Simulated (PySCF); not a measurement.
Input file:

```
{"job": {"kind": "sp", "xc": "wB97X", "basis": "ma-def2-TZVP", "d3": "d3bj", "grid": 2}, "charge": 0, "multiplicity": 1}
C     -1.026216     0.252331    -0.013764
C      0.100059    -0.469412    -0.047852
C      1.401831     0.112546     0.044956
N      2.464863     0.569887     0.119234
H     -1.006365     1.340003     0.088354
H     -2.000050    -0.236549    -0.088307
H      0.071078    -1.558983    -0.150278
```

Command:

```sh
OMP_NUM_THREADS=1 python redox_run.py task.json out
```

Geometry: PBE0-D3(BJ)/def2-SVP.

Level of theory: PySCF, DFT single point, gas phase, functional wB97X.

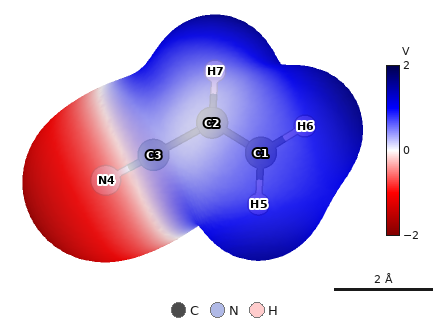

C3H3N (SMILES C=CC#N). The electrostatic potential painted on the density surface at 0.002 e/bohr³, seen at a tilt; the colour scale runs from red (negative) to blue (positive).

Describe the electrostatic potential map.

Answer. The most negative region (about −1.8 V) lies over N4, the most positive (about +1.6 V) over H6 and H7. N4 is the likeliest acceptor of a hydrogen bond.
